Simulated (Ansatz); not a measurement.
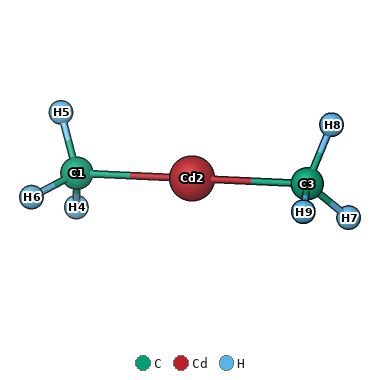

The system is C₂H₆Cd, SMILES [CH3][Cd][CH3]; the picture shows the reference structure. First axis: angle C1–Cd2–C3 (carried through 180). Second axis: change of the bonds Cd2–C1, Cd2–C3, all alike. Nothing is relaxed (all other coordinates rigid). Grid: 15 × 15 points. Points are written as (first, second). Energies are in kJ/mol, from the lowest grid point. The calculation used Ansatz, RHF/def2-TZVP.

Its coordinates:

```yaml
atoms:
  - { symbol: C, position_ang: [-1.0978, 1.4306, -1.1923] }
  - { symbol: Cd, position_ang: [0.0000, 0.0000, 0.0000] }
  - { symbol: C, position_ang: [1.0978, -1.4305, 1.1923] }
  - { symbol: H, position_ang: [-1.9802, 0.9737, -1.6276] }
  - { symbol: H, position_ang: [-0.4829, 1.8120, -2.0006] }
  - { symbol: H, position_ang: [-1.4182, 2.2721, -0.5872] }
  - { symbol: H, position_ang: [0.6290, -2.4080, 1.1508] }
  - { symbol: H, position_ang: [2.1168, -1.5306, 0.8338] }
  - { symbol: H, position_ang: [1.1355, -1.1192, 2.2308] }
```

Range: angle C1–Cd2–C3 (carried through 180) from 140.0 to 220.0°; change of the bonds Cd2–C1, Cd2–C3, all alike from −0.238 to 0.368 Å.

### What will the energy surface look like?

The lowest grid point is at (180.0°, 0.022 Å). No other kind of well shows on this grid. The highest grid point, (220.0°, −0.238 Å), lies 157 kJ/mol above the lowest. Round the minimum the two coordinates are nearly uncoupled.

```csv
"second ↓, first →",140.0,145.7,151.4,157.1,162.9,168.6,174.3,180.0,185.7,191.4,197.1,202.9,208.6,214.3,220.0
0.368,126,119,113,107,103,100,98,98,98,100,103,107,113,119,126
0.324,110,102,95,90,85,82,80,80,80,82,85,90,95,102,110
0.281,94,86,79,73,69,65,63,63,63,65,69,73,79,86,94
0.238,80,72,64,58,53,50,48,47,48,50,53,58,64,72,80
0.195,68,59,51,45,40,36,34,33,34,36,40,45,51,59,68
0.151,58,48,40,33,28,24,22,21,22,24,28,33,40,48,58
0.108,50,40,31,24,18,14,12,11,12,14,18,24,31,40,50
0.065,45,34,25,18,12,7,5,4,5,7,12,18,25,34,45
0.022,44,33,23,15,8,4,1,0,1,4,8,15,23,32,44
−0.022,47,35,25,16,9,4,1,0,1,4,9,16,24,35,47
−0.065,54,42,31,22,14,9,6,5,6,9,14,22,31,42,54
−0.108,68,55,43,33,25,20,16,15,16,20,25,33,43,55,68
−0.151,89,75,62,52,43,37,33,32,33,37,43,52,62,75,89
−0.195,119,103,90,78,69,63,59,57,59,63,69,78,90,103,119
−0.238,157,141,127,114,104,97,93,91,93,97,104,114,127,141,157
```

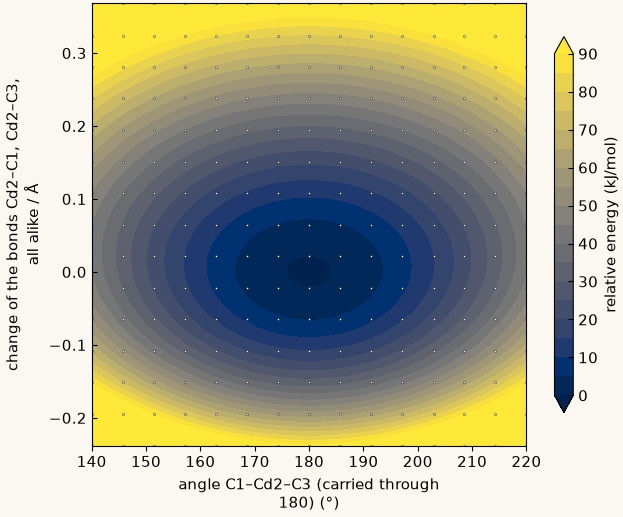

Drawn: filled contours, dots at the grid points, one colour for all values above the top of the scale. Between grid points the surface is interpolated.

Each point was launched as `ansatz run input.yaml --threads 1 --pin off --max-ram 2560MiB --backend cpu --events-out ev --progress --plain --runs-dir out`. The whole map (225 points run) took 15 min on 1 thread of Intel(R) Xeon(R) Processor @ 2.70GHz, on a shared host.
